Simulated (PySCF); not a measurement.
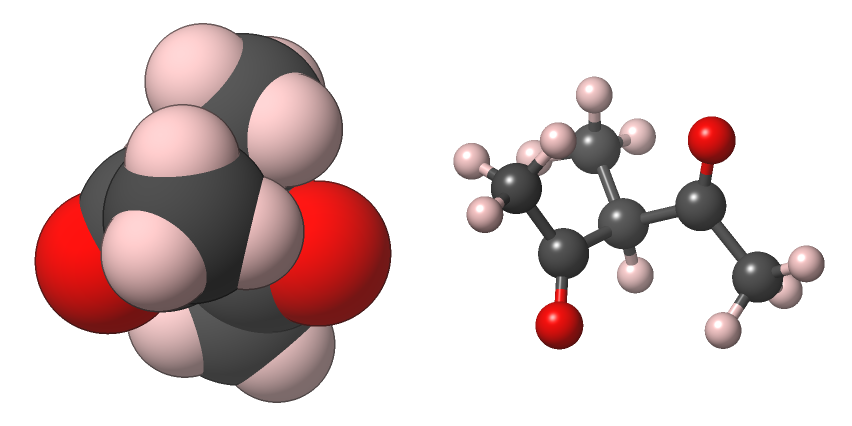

Both panels show the same species. Colours: carbon dark grey, oxygen red, hydrogen pink.

The computed structure is the end point of a GFN2-xTB optimisation. No frequency run is at hand to confirm it as a minimum.

Which formula does it have?

C6H10O2, 18 atoms: 6 carbon, 10 hydrogen and 2 oxygen.

Count the bonded pairs by element.

10 C–H, 5 C–C, 2 C–O.

Write the SMILES.

CC(=O)C(C)C(C)=O

Describe its rings.

It has no ring.

More results for the same structure follow; atom numbers are the same in all pictures, views and colours differ.

Geometry

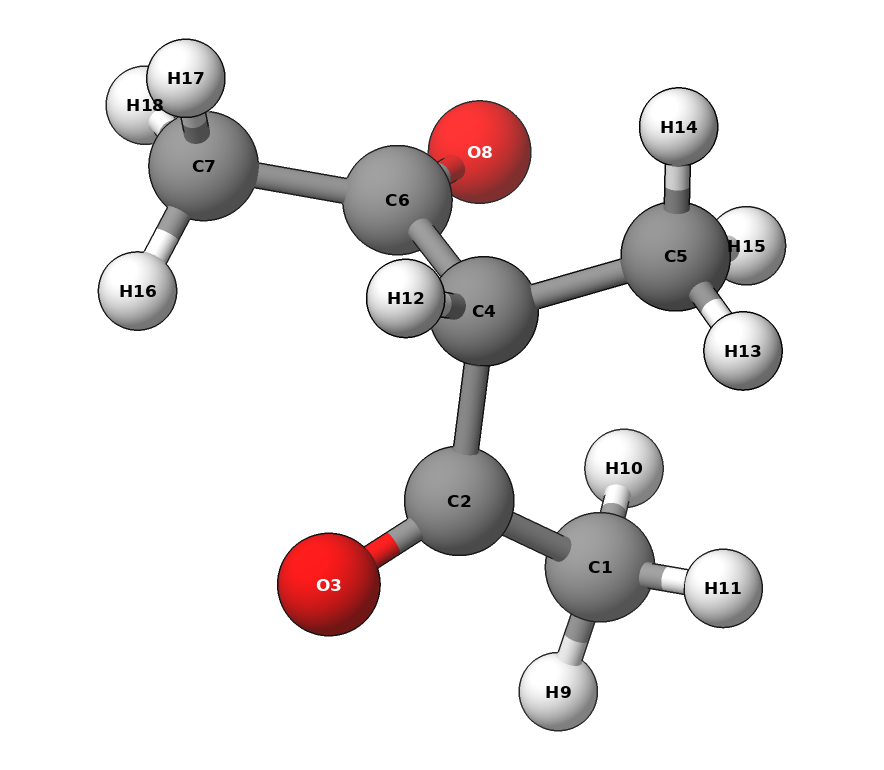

Atoms carry their numbers in the input. No frequency run is at hand to confirm it as a minimum.

Which atoms are bonded, and how long are the bonds? Leave out bonds to hydrogen.

```csv
bond,length (Å),order
C1–C2,1.498,single
C2–O3,1.205,double
C2–C4,1.529,single
C4–C5,1.524,single
C4–C6,1.531,single
C6–C7,1.499,single
C6–O8,1.204,double
```

Excitation

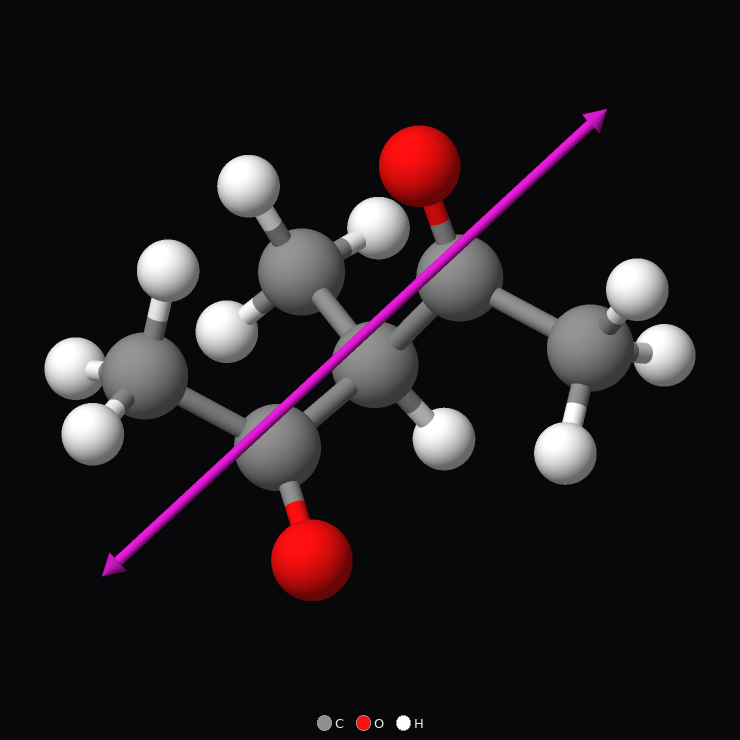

The double arrow shows the direction of the transition dipole to excited singlet state 4 (its length means nothing). No frequency run is at hand to confirm it as a minimum. Method: TDDFT PBE0/def2-SVPD, vertical, gas phase, core orbitals frozen in the response (PySCF 2.14.0).

Where does the transition lie, and how strong is it?

6.54 eV (190 nm), oscillator strength 0.076, mainly HOMO−1 → LUMO+1 (weight 0.88); transition dipole 1.75 D.

Charges

The questions are on ESP-fitted charges. No frequency run is at hand to confirm it as a minimum. Properties computed with PBE0/pcSseg-1, gas phase (PySCF 2.14.0).

List the ESP-fitted charges.

```tsv
atom	value (e)
C1	−0.55
C2	0.65
O3	−0.53
C4	−0.03
C5	−0.41
C6	0.66
C7	−0.60
O8	−0.52
H9	0.16
H10	0.16
H11	0.15
H12	0.03
H13	0.11
H14	0.12
H15	0.11
H16	0.17
H17	0.16
H18	0.17
```

NMR shielding

The questions are on isotropic NMR shieldings of the O atoms. No frequency run is at hand to confirm it as a minimum. Level of theory: GIAO PBE0/pcSseg-1 NMR shielding, non-relativistic, gas phase (PySCF 2.14.0).

List the isotropic NMR shieldings of the O atoms.

```csv
atom,σ (ppm)
O3,−349.9
O8,−318.5
```
